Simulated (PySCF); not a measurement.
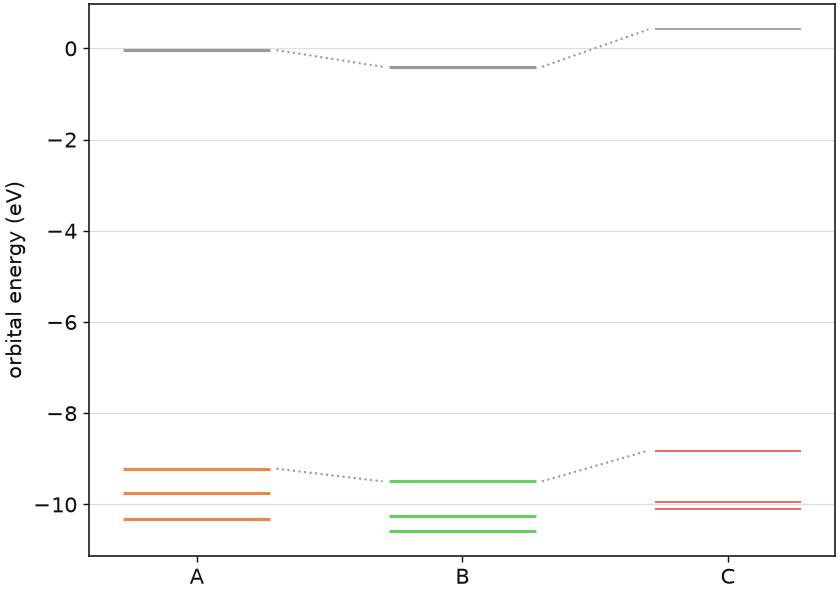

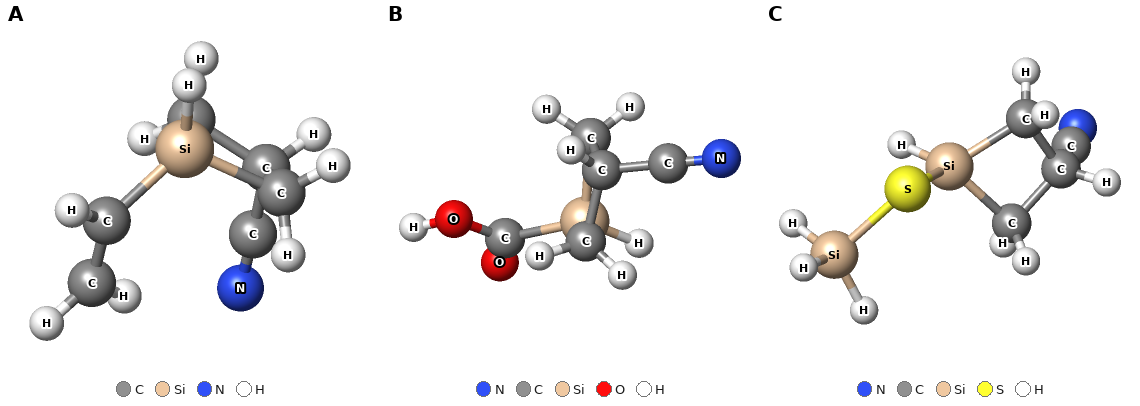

Related molecules: A is C₆H₉NSi, SMILES C=C[Si@H]1C[C@@H](C#N)C1; B is C₅H₇NO₂Si, SMILES N#C[C@H]1C[Si@H](C(=O)O)C1; C is C₄H₉NSSi₂, SMILES N#C[C@H]1C[Si@H](S[SiH3])C1. Frontier orbital energies, CAM-B3LYP/def2-SVPD with PySCF 2.14.0, at a GFN2-xTB geometry (no frequency check); drawn are at most three filled levels and, in grey, the LUMO with any level within 0.03 eV of it; dotted lines join the HOMOs and the LUMOs.

Q: What does the change do to the frontier levels?

A: From A to B the HOMO falls by 0.28 eV and the LUMO falls by 0.37 eV, so the separation goes from 9.18 to 9.09 eV. From A to C the HOMO rises by 0.40 eV and the LUMO rises by 0.45 eV, so the separation goes from 9.18 to 9.23 eV.

Caveats, for all or some of the runs: empty levels above zero depend strongly on the basis; one conformer of a flexible molecule; the tight-binding geometry is rougher than a DFT one and adds to the error.
